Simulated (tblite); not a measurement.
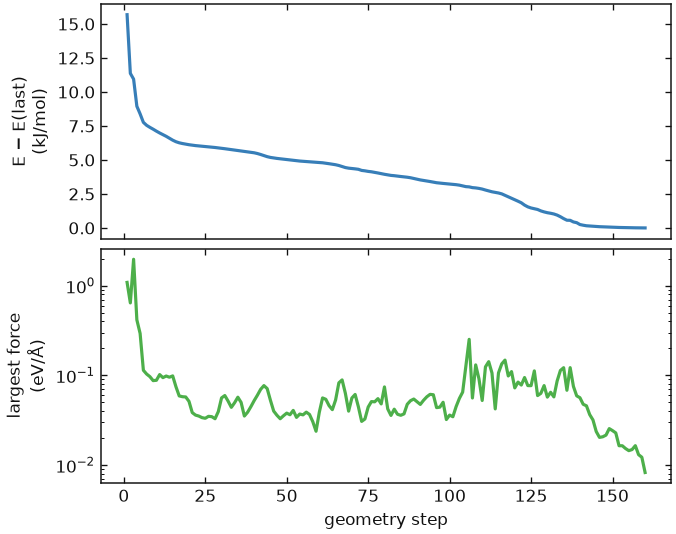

History of a geometry optimisation. The run: C7H13OP (SMILES C#CCP(C)CCOC), by tblite 0.8.0, GFN2-xTB geometry optimisation, gas phase.

The optimisation met its thresholds at geometry 160, counting the start as the first. The energy fell by about 16 kJ/mol from the first step to the last. The largest force goes from about 1.1 eV/Å at the start to 8 × 10⁻³ eV/Å at the end, with a peak of 2 eV/Å at step 3.
